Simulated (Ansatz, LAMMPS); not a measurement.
# An extra electron or hole in amorphous Ga2O3 (95 atoms), part 2 of 4

Aim: add and remove one electron in amorphous Ga2O3 (95 atoms), with atoms held and relaxed, and read trapping energy and localisation.

Ansatz 0.2.0; Kohn-Sham DFT, PBE, PAW (set soft_2), plane waves.

The cell: 38 Ga and 57 O. The quench rate of 50 K/ps is many orders above laboratory rates. The starting topology of bonds comes from the classical model. The Brillouin zone is sampled at Γ only, in a cell whose shortest periodic width is 11 Å.

So far. Step 2 (Single point at the start): The r.m.s. force at the start is 0.35 eV/Å. Step 3 (Relaxation): The relaxation converged after 25 steps, 8.28 eV below its start, with a largest force component of 0.028 eV/Å.

### Step 4. Single point at the relaxed geometry

One more single point at the end of the walk gives the fuller output and checks the residual forces.

input.yaml

```yaml
crystal:
  lattice:
    - [10.83912, 0.0, 0.0]
    - [0.0, 10.83912, 0.0]
    - [0.0, 0.0, 10.83912]
  atoms:
    - { symbol: Ga, position: [0.99628, 0.94896, 0.65971] }
    - { symbol: Ga, position: [0.64089, 0.24102, 0.39161] }
    - { symbol: Ga, position: [0.14475, 0.15985, 0.20486] }
    - { symbol: Ga, position: [0.59242, 0.71987, 0.59844] }
    - { symbol: Ga, position: [0.17244, 0.92845, 0.41634] }
    - { symbol: Ga, position: [0.78766, 0.18607, 0.86851] }
    [... 83 atom lines left out ...]
    - { symbol: O, position: [0.71116, 0.33091, 0.5432] }
    - { symbol: O, position: [0.11662, 0.05051, 0.05159] }
    - { symbol: O, position: [0.87963, 0.82074, 0.6308] }
    - { symbol: O, position: [0.941, 0.7468, 0.88895] }
    - { symbol: O, position: [0.84917, 0.89606, 0.10626] }
    - { symbol: O, position: [0.18936, 0.25812, 0.86567] }
kpoints:
  mp_grid: { grid: [1, 1, 1] }
hamiltonian:
  xc: pbe
scf:
  occupations: { method: fixed }
output:
  forces: true
  stress: true
  populations: intrinsic
  dos:
    method: { smearing: { sigma: 0.08 } }
    de: 0.1
    projected: { site_lists: { Ga: [Ga], O: [O] } }
  eigenvalues: true
  write_density: true
  write_potential: true
  volumetric_format: npy
```

Run with:

```sh
$ ansatz run input.yaml --threads 4 --pin off --max-ram 8192MiB --backend cpu --events-out ev --progress --plain --runs-dir out
```

Numbers of over 12 decimals in the logs are rounded to 6 here.

What it wrote:

```text
[...]
Crystal: 95 atoms, lattice volume = 1273.451 Å³
Basis set: ecut = 420 eV, 24885 PW (Γ), exchange–correlation on 150×150×150 points (8 copies of the dense FFT grid, shifted against one another)
Bands: 513, of which v1, the nominal top of the filled ones, is band 418 counted from 1 (417 counted from 0)
Symmetry: 1 space group operations
[...]
k-points: 1
[...]
SCF iter   1: F=—  HF=-176116.001783 eV  |F-HF|=—  |Δ(HF+E_count)|=         —  Δρ=2.37e-3  dr2=7.17e-2  ethr=1.77e-3  ⟨swp⟩=5.0  Hψ=1544  notcnv=0  defer=93
[...]
SCF iter   9: F=-176115.995690 eV  HF=-176115.995690 eV  |F-HF|=3.61e-8  |Δ(HF+E_count)|=   9.97e-8  Δρ=2.11e-6  dr2=4.95e-8  ethr=1.20e-11  ⟨swp⟩=18.0  Hψ=4233  notcnv=0
SCF 1 converged in 9 iterations: F = -176115.995690 eV  dr2 = 4.95e-8
[...]
WARN: The output density's exchange-correlation potential varies sharply where the density is thin. Do not read a vacuum level from v_tot or v_xc, or from such a field of the output density. On a cell that repeats whose density bears no net charge and no dipole along the vacuum's axis use v_es (v_loc + v_h of the components); [...]
SCF converged after 9 iterations
Free energy (F): -176115.995690 eV
[...]
Internal energy: -176115.995690 eV  (E = F + TS)
E sigma→0 (E₀):  -176115.995690 eV
Fermi energy:    5.204613 eV
[...]
--- Forces (eV/Å), atoms counted from 1 ---
  atom   1  Ga    -0.00507372    -0.01329955     0.00989944
  atom   2  Ga    -0.01269366     0.00112551     0.00602976
  atom   3  Ga    -0.00096558    -0.00760994    -0.01269390
  atom   4  Ga     0.00285552     0.01376564     0.00415954
  atom   5  Ga     0.00403611    -0.00835048    -0.01020284
  atom   6  Ga    -0.01393125    -0.00414225     0.00051838
  atom   7  Ga    -0.01321200    -0.00371437     0.02139166
  atom   8  Ga    -0.00050825    -0.00029586     0.00804148
  atom   9  Ga    -0.00779600    -0.00188308     0.00409256
  atom  10  Ga    -0.01426583    -0.00859043    -0.01399091
  atom  11  Ga     0.00289073     0.00180569     0.00847107
  atom  12  Ga     0.00242767     0.00253812     0.00218027
  atom  13  Ga     0.00113383     0.00042736     0.00213020
  atom  14  Ga     0.00035042     0.00186374     0.00300570
[...]
atom  94  O     -0.01186066     0.01023243    -0.01766595
  atom  95  O      0.00298539     0.01104497    -0.00177977
  max |Σ_I F_I| component: 1.42e-5 eV/Å
--- Stress (GPa, compression-positive) ---
        0.081082      -0.116801      -2.223192
       -0.116801      -1.858834       1.052489
       -2.223192       1.052489      -3.359768
  P = ⅓ Tr σ = -1.7125 GPa (-17.125 kbar)
--- Band table (eV) ---
[...]
--- intrinsic populations: 95 sites ---
  site symbol       q [e]
     0     Ga     11.9672
     1     Ga     11.9603
     2     Ga     11.9663
[...]
94      O      6.6901
  spilling = 0.000000 (of n_electrons = 836.000000)
```

Wall time 17 s (4 threads of Intel Xeon Platinum 8488C (Sapphire Rapids), shared host); peak memory 2 GiB; 65 s of CPU time.

The program notes that the exchange-correlation potential is rough where the density is thin.

Read from the output:

| Property | Result |
| --- | --- |
| free energy | -176115.9957 eV |
| free energy per atom | -1853.8526 eV/atom |
| SCF cycles | 9 |
| pressure | -1.713 GPa |
| r.m.s. force component | 0.0075 eV/Å |
| longest force | 0.02935 eV/Å |
| Fermi energy | 5.205 eV |
| gap (highest filled to lowest empty level) | 1.527 eV |

Intrinsic-atomic-orbital charges by element and coordination:

```tsv
element	coordination	atoms	mean charge (e)	spread	least	most
Ga	all	38	1.04	0.0177	0.988	1.07
Ga	4	18	1.04	0.0141	1.02	1.07
Ga	5	18	1.04	0.0156	1.01	1.07
Ga	6	2	0.995	0.0071	0.988	1.00
O	all	57	-0.691	0.0136	-0.743	-0.650
O	2	1	-0.743	0	-0.743	-0.743
O	3	52	-0.691	0.0107	-0.710	-0.669
O	4	4	-0.677	0.0178	-0.699	-0.650
```

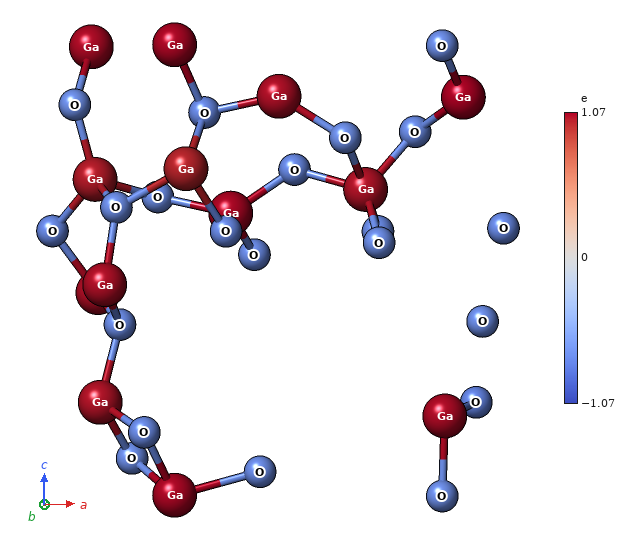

Atoms coloured by intrinsic-atomic-orbital charge. Drawn is a slice 4 Å thick, seen along the normal of the ac plane. Bonds to atoms that aren't drawn are left out.

States in the cell by windows of 1 eV, zero at the Fermi level; the larger projections on atomic orbitals stand beside the total:

```tsv
from (eV)	to (eV)	total	O p	Ga p	Ga s	O s	Ga d
-18	-17	74.6	0.4	10.4	2.7	53.9	7.1
-17	-16	16.8	0.1	1.8	0.3	12.4	2.2
-16	-14	0.0	0.0	0.0	0.0	0.0	0.0
-14	-13	206.6	3.7	0.5	0.2	0.7	201.4
-13	-12	170.8	1.6	1.6	0.5	6.6	160.4
-12	-11	2.6	0.0	0.1	0.0	0.4	2.1
-11	-8	0.0	0.0	0.0	0.0	0.0	0.0
-8	-7	0.1	0.1	0.0	0.0	0.0	0.0
-7	-6	27.0	16.3	1.2	8.4	0.6	0.5
-6	-5	31.2	19.3	1.9	7.8	1.5	0.6
-5	-4	36.4	25.5	5.7	3.1	1.4	0.6
-4	-3	50.5	38.6	8.0	1.6	1.1	0.8
-3	-2	55.0	45.9	6.3	0.7	0.8	0.9
-2	-1	79.1	71.9	3.9	0.4	0.9	1.2
-1	0	61.7	59.0	0.9	0.2	0.3	0.8
0	1	0.8	0.8	0.0	0.0	0.0	0.0
1	2	2.0	0.2	0.1	1.2	0.5	0.0
2	3	0.0	0.0	0.0	0.0	0.0	0.0
3	4	9.6	2.5	2.0	3.3	1.6	0.0
4	5	14.9	3.9	3.3	5.4	1.9	0.0
```

The curve was stored every 0.100 eV, coarse against its broadening of 0.08 eV, so these counts are rough.

With fixed occupations the program's Fermi level is the highest filled level; weight inside the gap is the broadening of levels at its edges.

Between -19 and -18 eV lie 23 more states.

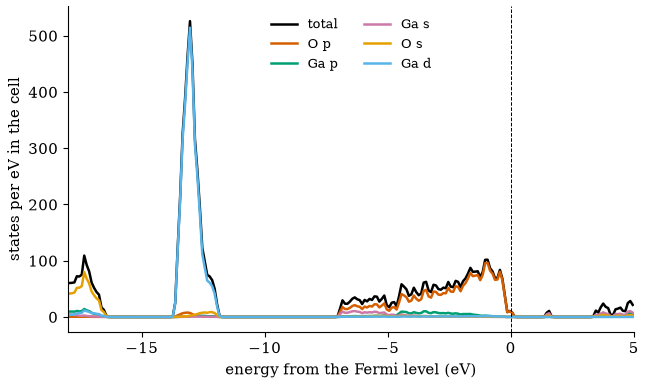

Total and projected density of states, with the broadening of the input.

The levels nearest the highest filled one (over half full), pooled over k-points and spins:

```tsv
level less the highest filled one (eV)	occupation
-0.356	2
-0.332	2
-0.318	2
-0.247	2
-0.231	2
0	2
1.53	0
3.49	0
3.71	0
3.73	0
3.86	0
3.96	0
```

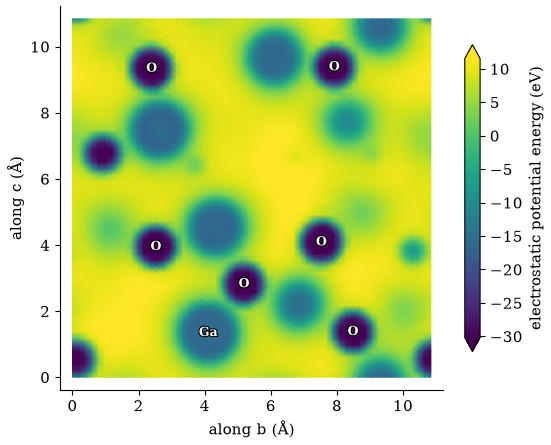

Electrostatic potential energy in the bc plane at fractional x = 0.207, with atoms of Ga and O within 0.2 Å of it. With pseudopotentials it is smooth inside the atoms' cores, unlike the true potential. The map starts off the cell's origin, so that atoms lie inside it.

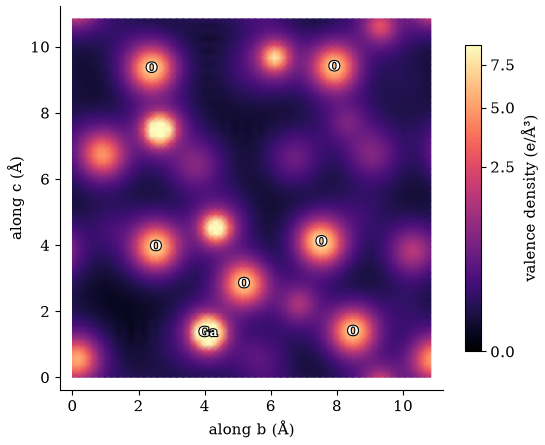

Valence density in the bc plane at fractional x = 0.207, with atoms of Ga and O within 0.2 Å of it. It is the smooth field of the valence electrons, not physical close to the nuclei. The map starts off the cell's origin, so that atoms lie inside it. The colour scale is stretched toward low values.

Between filled and empty levels lie 1.53 eV (at Γ alone); a semilocal functional tends to put such gaps too low. In a disordered cell it changes from sample to sample, and tail or defect levels can set it. Mean intrinsic-atomic-orbital charges: Ga +1.04, O -0.69 e. The largest share in the top eV of filled states is O p (96 % of the projected weight), and in the lowest eV of empty states Ga s (63 % of the projected weight).

### Step 5. An extra electron, atoms held

The electron count changes by one with the atoms held: a vertical process, on a uniform background, with spin and a narrow Fermi–Dirac smearing. Its energy against the neutral cell hangs on the program's zero of potential.

input.yaml

```yaml
crystal:
  lattice:
    - [10.83912, 0.0, 0.0]
    - [0.0, 10.83912, 0.0]
    - [0.0, 0.0, 10.83912]
  atoms:
    [... the 95 atom lines of step 4 ...]
total_charge: -1
kpoints:
  mp_grid: { grid: [1, 1, 1] }
hamiltonian:
  xc: pbe
scf:
  occupations: { method: fermi_dirac, width: 0.01 }
  lower_state_search: "off"
output:
  forces: true
  stress: true
  populations: true
  dos:
    method: { smearing: { sigma: 0.1 } }
    de: 0.1
    projected: { site_lists: { Ga: [Ga], O: [O] } }
  eigenvalues: true
  write_density: true
  write_potential: true
  volumetric_format: npy
magnetization:
  spin_polarized: true
  initial_magnetization: 1
```

What it wrote:

```text
[...]
Crystal: 95 atoms, lattice volume = 1273.451 Å³
Basis set: ecut = 420 eV, 24885 PW (Γ), exchange–correlation on 150×150×150 points (8 copies of the dense FFT grid, shifted against one another)
Bands: 514, of which v1, the nominal top of the filled ones, is band 419 counted from 1 (418 counted from 0)
Symmetry: 1 space group operations
[...]
k-points: 1
[...]
Starting moments: Σ|m| = 1 μB on 95 of 95 sites
[...]
SCF iter   1: F=—  HF=-176129.838429 eV  |F-HF|=—  |Δ(HF+E_count)|=         —  Δρ=4.74e-2 (↑4.54e-2 ↓4.74e-2)  dr2=6.03e1  dr2_m=1.59e-2  M=1.000 μB ∫|m|=1.061 μB  β_m=1.00  ethr=3.10e-3  ⟨swp⟩=6.0  Hψ=3454  notcnv=0  defer=132
[...]
spin=Collinear: Resta preconditioning applied to the charge; magnetization (m = ρ↑ − ρ↓) channel mixes plain (no charge-response kernel on spin).
SCF iter   2: F=—  HF=-176117.428338 eV  |F-HF|=—  |Δ(HF+E_count)|=         —  Δρ=2.99e-2 (↑2.99e-2 ↓2.98e-2)  dr2=2.46e1  dr2_m=1.20e-3  M=0.584 μB ∫|m|=0.675 μB  β_m=0.30  ethr=3.10e-3  ⟨swp⟩=3.0  Hψ=1998  notcnv=0  defer=180
[...]
SCF iter   9: F=—  HF=-176109.279543 eV  |F-HF|=—  |Δ(HF+E_count)|=   6.90e-3  Δρ=1.50e-4 (↑1.25e-4 ↓1.50e-4)  dr2=9.62e-4  dr2_m=9.28e-5  M=0.415 μB ∫|m|=0.483 μB  β_m=0.30  ethr=4.41e-7  ⟨swp⟩=2.5  Hψ=1583  notcnv=0  defer=180
[...]
spin-set hold released at iteration 9 (site moments contracting): the magnetisation degrees of freedom join the quasi-Newton model from the next iteration; the mixer history was flushed
SCF iter  10: F=—  HF=-176109.279939 eV  |F-HF|=—  |Δ(HF+E_count)|=   3.96e-4  Δρ=1.25e-4 (↑9.62e-5 ↓1.25e-4)  dr2=6.70e-4  dr2_m=7.03e-5  M=0.398 μB ∫|m|=0.464 μB  β_m=0.65  ethr=1.15e-7  ⟨swp⟩=2.0  Hψ=850  notcnv=0  defer=180
SCF iter  11: F=—  HF=-176109.280773 eV  |F-HF|=—  |Δ(HF+E_count)|=   8.33e-4  Δρ=6.65e-5 (↑6.65e-5 ↓4.87e-5)  dr2=1.60e-4  dr2_m=2.13e-5  M=0.324 μB ∫|m|=0.378 μB  β_m=0.62  ethr=8.01e-8  ⟨swp⟩=3.0  Hψ=1204  notcnv=0  defer=180
[...]
SCF iter  19: F=-176109.278964 eV  HF=-176109.278964 eV  |F-HF|=2.98e-8  |Δ(HF+E_count)|=   1.01e-7  Δρ=1.12e-6 (↑1.01e-6 ↓1.12e-6)  dr2=6.10e-8  dr2_m=2.09e-9  M=0.004 μB ∫|m|=0.004 μB  β_m=0.85  ethr=1.19e-11  ⟨swp⟩=15.5  Hψ=8458  notcnv=0
SCF iter  20: F=-176109.278964 eV  HF=-176109.278964 eV  |F-HF|=2.18e-8  |Δ(HF+E_count)|=   1.97e-8  Δρ=7.25e-7 (↑7.12e-7 ↓7.25e-7)  dr2=2.59e-8  dr2_m=3.88e-11  M=0.001 μB ∫|m|=0.001 μB  ethr=7.29e-12  ⟨swp⟩=7.0  Hψ=6462  notcnv=0
WARN: the starting moments were not kept: the SCF closed with an absolute magnetisation of 7.3e-4 μB, where they sum to 1 μB in size (95 sites). That is at most 0.1 of that sum. Measured as dr2_m measures the in/out step, that magnetisation stands 3.6e-9 eV from none, [...]
SCF 1 converged in 20 iterations: F = -176109.278964 eV  dr2 = 2.59e-8
[...]
WARN: The input density's exchange-correlation potential varies sharply where the density is thin. Do not read a vacuum level from v_tot or v_xc, or from such a field of the output density. On a cell that repeats whose density bears no net charge and no dipole along the vacuum's axis use v_es (v_loc + v_h of the components); [...]
SCF converged after 20 iterations
Magnetization: 0.0006 μB (418.5003 up, 418.4997 down)
Absolute magnetization: 0.0007 μB (∫|ρ↑−ρ↓|, with the PAW one-centre terms)
[...]
Per-site moments (μB) at R_I (Å): [(1.626193492085798e-6, 0.753166), (2.8822822672419385e-6, 0.802018), (3.5576721505381127e-6, 0.782899), (2.2320149437647954e-6, 0.792623), (3.548503721387324e-6, 0.802100), [...]
Free energy (F): -176109.278964 eV
[...]
Internal energy: -176109.265101 eV  (E = F + TS)
E sigma→0 (E₀):  -176109.272033 eV
Entropy (-TS):   -0.013863 eV (-0.146 meV/atom)
Fermi energy:    6.729147 eV
[...]
Σ components = -176109.278964   (vs F -176109.278964, Δ=0.00e0)
--- Forces (eV/Å), atoms counted from 1 ---
  atom   1  Ga    -0.00835949    -0.02426375     0.02836632
  atom   2  Ga     0.02624771     0.01659945     0.02335800
  atom   3  Ga     0.00558775    -0.01462393     0.01778424
  atom   4  Ga    -0.01627031     0.02853568     0.04878873
[...]
atom  95  O     -0.00337122     0.02392417     0.00691260
  max |Σ_I F_I| component: 2.31e-5 eV/Å
--- Stress (GPa, compression-positive) ---
        0.524892      -0.087238      -2.180450
       -0.087238      -1.368354       0.980172
       -2.180450       0.980172      -2.773646
  P = ⅓ Tr σ = -1.2057 GPa (-12.057 kbar)
--- Band table (eV) ---
[...]
--- Löwdin populations: 95 sites ---
  site symbol       q [e]    m [muB]
     0     Ga     11.9734     0.0000
     1     Ga     11.9705     0.0000
     2     Ga     11.9790     0.0000
[...]
94      O      6.6518     0.0000
  spilling = 0.003411 (of n_electrons = 837.000000)
```

It took 56 s on 4 threads; peak memory 3.4 GiB; 3.6 min of CPU time.

The program notes that starting moments were not kept.

An extra electron, atoms held: the energy stands 6.72 eV above that of the reference. An odd electron should give 1 μB; this run ended with the carrier shared between both spins.

The levels nearest the highest filled one (over half full), pooled over k-points and spins:

```tsv
level less the highest filled one (eV)	occupation
-1.53	1
-1.53	1
0	0.5
0	0.5
1.97	0
1.97	0
2.19	0
2.19	0
```

### Step 6. An extra electron, atoms relaxed

The atoms now respond to the charge; the energy gained comes from screening by the atoms, from trapping if the charge localises, and from any strain left in the reference.

input.yaml, the sections that differ from step 5:

```yaml
output:
  forces: true
relax:
  f_tol: 0.05
  max_steps: 90
# crystal, total_charge, kpoints, hamiltonian, scf, magnetization: as in step 5
```

What it wrote:

```text
[...]
Crystal: 95 atoms, lattice volume = 1273.451 Å³
Basis set: ecut = 420 eV, 24885 PW (Γ), exchange–correlation on 150×150×150 points (8 copies of the dense FFT grid, shifted against one another)
Bands: 514, of which v1, the nominal top of the filled ones, is band 419 counted from 1 (418 counted from 0)
Symmetry: 1 space group operations
[...]
k-points: 1
[...]
Starting moments: Σ|m| = 1 μB on 95 of 95 sites
[...]
SCF iter   1: F=—  HF=-176129.838429 eV  |F-HF|=—  |Δ(HF+E_count)|=         —  Δρ=4.74e-2 (↑4.54e-2 ↓4.74e-2)  dr2=6.03e1  dr2_m=1.59e-2  M=1.000 μB ∫|m|=1.061 μB  β_m=1.00  ethr=3.10e-3  ⟨swp⟩=6.0  Hψ=3454  notcnv=0  defer=132
[...]
SCF iter   2: F=—  HF=-176117.428335 eV  |F-HF|=—  |Δ(HF+E_count)|=         —  Δρ=2.99e-2 (↑2.99e-2 ↓2.98e-2)  dr2=2.46e1  dr2_m=1.20e-3  M=0.584 μB ∫|m|=0.675 μB  β_m=0.30  ethr=3.10e-3  ⟨swp⟩=3.0  Hψ=1998  notcnv=0  defer=180
[...]
SCF iter   9: F=—  HF=-176109.277600 eV  |F-HF|=—  |Δ(HF+E_count)|=   6.91e-3  Δρ=1.50e-4 (↑1.25e-4 ↓1.50e-4)  dr2=9.62e-4  dr2_m=9.29e-5  M=0.415 μB ∫|m|=0.483 μB  β_m=0.30  ethr=4.41e-7  ⟨swp⟩=2.5  Hψ=1583  notcnv=0  defer=180
[...]
SCF iter  11: F=—  HF=-176109.278805 eV  |F-HF|=—  |Δ(HF+E_count)|=   8.39e-4  Δρ=6.65e-5 (↑6.65e-5 ↓4.88e-5)  dr2=1.60e-4  dr2_m=2.13e-5  M=0.324 μB ∫|m|=0.378 μB  β_m=0.62  ethr=8.01e-8  ⟨swp⟩=3.0  Hψ=1204  notcnv=0  defer=180
[...]
SCF iter  16: F=-176109.278952 eV  HF=-176109.278956 eV  |F-HF|=3.85e-6  |Δ(HF+E_count)|=   2.28e-5  Δρ=1.46e-5 (↑1.46e-5 ↓1.16e-5)  dr2=4.14e-6  dr2_m=9.81e-7  M=0.087 μB ∫|m|=0.101 μB  β_m=0.91  ethr=4.88e-10  ⟨swp⟩=1.0  Hψ=3066  notcnv=0
SCF iter  17: F=-176109.278962 eV  HF=-176109.278963 eV  |F-HF|=9.26e-7  |Δ(HF+E_count)|=   7.16e-6  Δρ=6.09e-6 (↑6.09e-6 ↓5.27e-6)  dr2=1.03e-6  dr2_m=1.35e-7  M=0.031 μB ∫|m|=0.036 μB  ethr=4.88e-10  ⟨swp⟩=1.0  Hψ=3066  notcnv=0
[...]
SCF 1 converged in 17 iterations: F = -176109.278962 eV  dr2 = 1.03e-6
[...]
relax step   1: F+E_penalty+E_count = -176109.27896247 eV  Δ(F+E_penalty+E_count) = +0.000e0 eV  max|allowed force component| = 1.066e-1 eV/Å  Δτ_max = 0.0000 Å  (17 SCF iters, dr2 threshold 6.25e-5 eV, accepted)
[...]
relax step   2: F+E_penalty+E_count = -176109.28586573 eV  Δ(F+E_penalty+E_count) = -6.903e-3 eV  max|allowed force component| = 5.582e-2 eV/Å  Δτ_max = 0.0097 Å  (13 SCF iters, accepted)
[...]
relax step   3: F+E_penalty+E_count = -176109.28995611 eV  Δ(F+E_penalty+E_count) = -4.090e-3 eV  max|allowed force component| = 2.355e-2 eV/Å  Δτ_max = 0.0106 Å  (8 SCF iters, accepted)
SCF converged after 8 iterations
Magnetization: 0.0013 μB (418.5007 up, 418.4993 down)
Absolute magnetization: 0.0014 μB (∫|ρ↑−ρ↓|, with the PAW one-centre terms)
[...]
Per-site moments (μB) at R_I (Å): [(3.3762191768351356e-6, 0.754265), (5.720395242492712e-6, 0.802772), (7.315202780567515e-6, 0.783445), (4.57335381711896e-6, 0.793606), (7.379132358092959e-6, 0.803803), [...]
Free energy (F): -176109.289956 eV
[...]
Internal energy: -176109.276093 eV  (E = F + TS)
E sigma→0 (E₀):  -176109.283025 eV
Entropy (-TS):   -0.013863 eV (-0.146 meV/atom)
Fermi energy:    6.710456 eV
[...]
Σ components = -176109.289956   (vs F -176109.289956, Δ=0.00e0)
--- Forces (eV/Å), atoms counted from 1 ---
  atom   1  Ga    -0.00031146     0.00826792    -0.00051355
  atom   2  Ga    -0.00131347     0.01384543    -0.00608744
  atom   3  Ga     0.00651962     0.00727042    -0.01651695
  atom   4  Ga    -0.00779928     0.01065415     0.00816003
[...]
atom  95  O     -0.00267846    -0.00738710     0.00191354
  max |Σ_I F_I| component: 1.80e-4 eV/Å
--- Relaxed structure (3 steps of the walk, 3 accepted, 0 SCFs on fresh bases) ---
  F+E_penalty+E_count = -176109.28995611 eV   max|allowed force component| = 2.355e-2 eV/Å
  atoms:
    - { symbol: Ga, position: [0.996069, 0.949219, 0.659486] }
    - { symbol: Ga, position: [0.640708, 0.241397, 0.391625] }
    - { symbol: Ga, position: [0.144827, 0.159713, 0.204791] }
    - { symbol: Ga, position: [0.591791, 0.720282, 0.598795] }
[...]
- { symbol: O, position: [0.189505, 0.258104, 0.866186] }
```

It took 88 s on 4 threads; peak memory 3.3 GiB; 5.7 min of CPU time.

The relaxation converged after 3 steps, 0.0110 eV below its start, with a largest force component of 0.024 eV/Å.

An extra electron, atoms relaxed: the energy stands 6.71 eV above that of the reference. An odd electron should give 1 μB; this run ended with the carrier shared between both spins.

(Part 2 of 4 ends here.)

[Logs are printed without paths, hosts, clocks, repeated set-up lines and the standing remarks that a program may print on its own settings, such as how far it seeks lower states.]

[Hosts, paths, dates, database ids (printed as entryN), source tags and the programs' standing remarks are cut or masked in the printed files.]
